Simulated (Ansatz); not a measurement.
These are PBE (plane waves to 420 eV, PAW; Ansatz, a quantum-chemistry and plane-wave program) values and carry that method's errors.

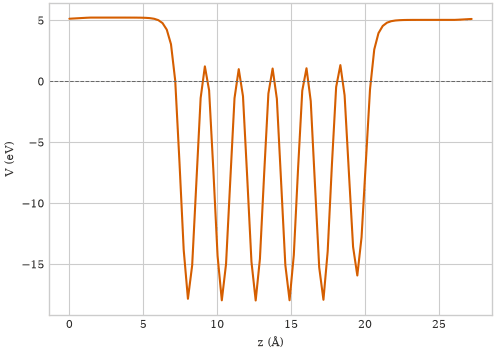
Plane-averaged electrostatic potential energy along the normal, in eV from the Fermi level, for a constructed model of the (111) surface of fcc Pd, (√3x√3)R30° surface alloy, Ag on one Pd site of the top plane (bottom of the slab: a bare face, its two planes held)

Set-up: 18 atoms, 11.4 Å thick at the start; mesh 9x9x1; 0.1 eV smearing; dipole correction on; 6 atoms held, the rest relaxed; start symmetry kept, larger cells not searched; no spin, no spin-orbit, no U. It is one candidate, not shown to be the stable structure of the face.

The vacuum level lies 5.03 eV above the Fermi level over the top face and 5.22 eV above it under the bottom face.
